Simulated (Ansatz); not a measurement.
# AlH₃SSi: single points off equilibrium

A test off equilibrium: a structure displaced at random from a GFN2-xTB minimum is computed at several levels, and each is set against CCSD(T).

The runs use Ansatz 0.2.0, Gaussian basis; single points in def2-TZVPP.

Correlated methods freeze the cores. B3LYP uses VWN-RPA correlation.

## Step 1: The system as given

SMILES `[AlH]1[SiH2][S]1`, 6 atoms, charge 0, spin multiplicity 1.

Atoms are counted from 1 here; the program's logs count them from 0.

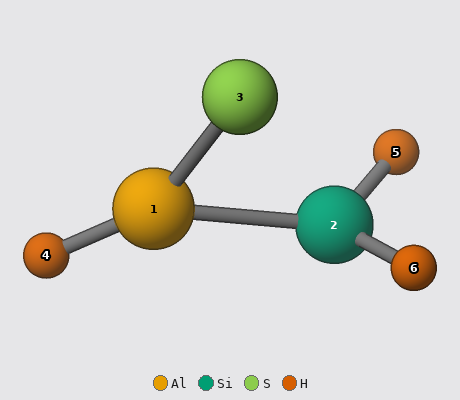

The starting geometry (aluminium amber, silicon teal, sulfur green, hydrogen orange); atoms are numbered from 1 in the order of the file.

Coordinates:

```xyz
6

Al   -1.1746   -0.5513   -0.5904
Si    0.9583   -0.0705    0.3828
S    -1.0049    1.4969   -0.1074
H    -2.0319   -1.6998   -1.1855
H     2.1013    0.6402   -0.3276
H     1.2039    0.2209    1.8349
```

## Step 2: CCSD(T)/def2-TZVPP

Input file run/in.yaml:

```yaml
crystal:
  periodic: [false, false, false]
  atoms:
    - {symbol: Al, position_ang: [-1.174600, -0.551300, -0.590400]}
    - {symbol: Si, position_ang: [0.958300, -0.070500, 0.382800]}
    - {symbol: S, position_ang: [-1.004900, 1.496900, -0.107400]}
    - {symbol: H, position_ang: [-2.031900, -1.699800, -1.185500]}
    - {symbol: H, position_ang: [2.101300, 0.640200, -0.327600]}
    - {symbol: H, position_ang: [1.203900, 0.220900, 1.834900]}
basis:
  gaussian: {orbitals: def2-TZVPP}
correlation: {method: ccsd_t}
output: {forces: true}
```

No record of the launch command was kept for these runs.

## Step 3: PBE0-D4/def2-TZVPP

Changes to run/in.yaml since step 2:

```diff
@@ -11,3 +11,3 @@
   gaussian: {orbitals: def2-TZVPP}
-correlation: {method: ccsd_t}
-output: {forces: true}
+hamiltonian: {xc: pbe0, dispersion: d4}
+output: {forces: true, orbitals: {seedname: orbitals}}
```

## Step 4: wB97M-V/def2-TZVPP

Changes to run/in.yaml since step 3:

```diff
@@ -11,3 +11,3 @@
   gaussian: {orbitals: def2-TZVPP}
-hamiltonian: {xc: pbe0, dispersion: d4}
-output: {forces: true, orbitals: {seedname: orbitals}}
+hamiltonian: {xc: {name: wB97M-V}}
+output: {forces: true}
```

## Step 5: r2SCAN-D4/def2-TZVPP

Changes to run/in.yaml since step 4:

```diff
@@ -11,3 +11,3 @@
   gaussian: {orbitals: def2-TZVPP}
-hamiltonian: {xc: {name: wB97M-V}}
+hamiltonian: {xc: r2scan, dispersion: d4}
 output: {forces: true}
```

## Step 6: PBE-D4/def2-TZVPP

Changes to run/in.yaml since step 5:

```diff
@@ -11,3 +11,3 @@
   gaussian: {orbitals: def2-TZVPP}
-hamiltonian: {xc: r2scan, dispersion: d4}
+hamiltonian: {xc: pbe, dispersion: d4}
 output: {forces: true}
```

## Step 7: B97M-V/def2-TZVPP

Changes to run/in.yaml since step 6:

```diff
@@ -11,3 +11,3 @@
   gaussian: {orbitals: def2-TZVPP}
-hamiltonian: {xc: pbe, dispersion: d4}
+hamiltonian: {xc: {name: B97M-V}}
 output: {forces: true}
```

## Step 8: B3LYP-D4/def2-TZVPP

Changes to run/in.yaml since step 7:

```diff
@@ -11,3 +11,3 @@
   gaussian: {orbitals: def2-TZVPP}
-hamiltonian: {xc: {name: B97M-V}}
+hamiltonian: {xc: {name: B3LYP}, dispersion: d4}
 output: {forces: true}
```

(Steps that only read results are left out.)

Q: Predict the outcome of this session. Wanted: energy less free atoms, CCSD(T)/def2-TZVPP; RMS force component; RMS force error; HOMO and LUMO, PBE0-D4; T1 diagnostic.

The runs gave:

| quantity | value |
| --- | --- |
| energy less free atoms, CCSD(T)/def2-TZVPP | -16.233 eV |
| RMS force component | 0.421 to 0.564 eV/Å over the methods |
| RMS force error | PBE0-D4 0.126, wB97M-V 0.140, r2SCAN-D4 0.094, PBE-D4 0.152, B97M-V 0.157, B3LYP-D4 0.064 eV/Å |
| HOMO and LUMO, PBE0-D4 | -7.01 and -1.82 eV |
| T1 diagnostic | 0.017 |

What this shows: Against CCSD(T) the functionals' energies less atoms differ by -1.057 to -0.377 eV, PBE-D4 by -0.600 eV. The reference is not at the basis limit: in triple zeta CCSD(T) underbinds, which counts against methods that bind more; the gaps are no ranking. For forces B3LYP-D4 does best and B97M-V worst. Frozen-core CCSD(T) forces in triple zeta carry basis errors of their own, and this is one geometry, so small gaps rank nothing.
